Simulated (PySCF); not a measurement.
BH4N, SMILES `BN`.

Computed with PySCF, ωB97X/def2-SVPD, geometry: GFN2-xTB. No frequency check shows the geometry to be a minimum.

Geometry (Å), atoms numbered from 1:

```
B1      -0.7740    0.0000    0.0000
N2       0.6035    0.0000    0.0000
H3      -1.3408    1.0253    0.0000
H4      -1.3408   -1.0253    0.0000
H5       1.1635   -0.8364    0.0000
H6       1.1635    0.8365    0.0000
```

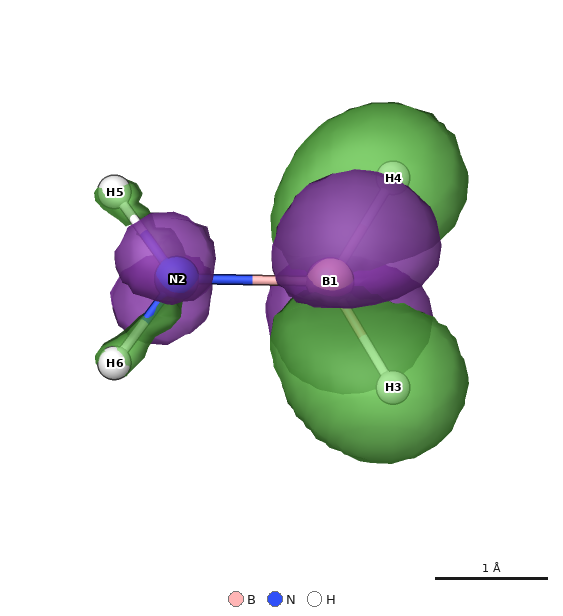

Unrelaxed difference density of S₁ less the ground state (TDA singlet states), ±0.05 e/Å³; purple: gain, green: loss.

How does the charge move on excitation?

0.72 e is displaced in all, of which about 0.3 e passes between atoms: H3 and H4 (0.15 e each) lose electrons and B1 (0.21 e) and N2 (0.10 e) gain them. The state: 7.50 eV (165 nm), f = 0.000 (dark), σ → empty p orbital of B1; the leading pair carries 100 %; hole on B1 (39 %), H3 and H4 (25 % each) and N2 (6 %), electron on B1 (60 %), N2 (16 %) and H3 and H4 (10 % each); their centroids lie 0.2 Å apart.

Run time: 39 s on 1 thread of Intel(R) Xeon(R) Platinum 8259CL CPU @ 2.50GHz (Skylake/Cascade Lake), on a shared host, peak memory 0.42 GiB.
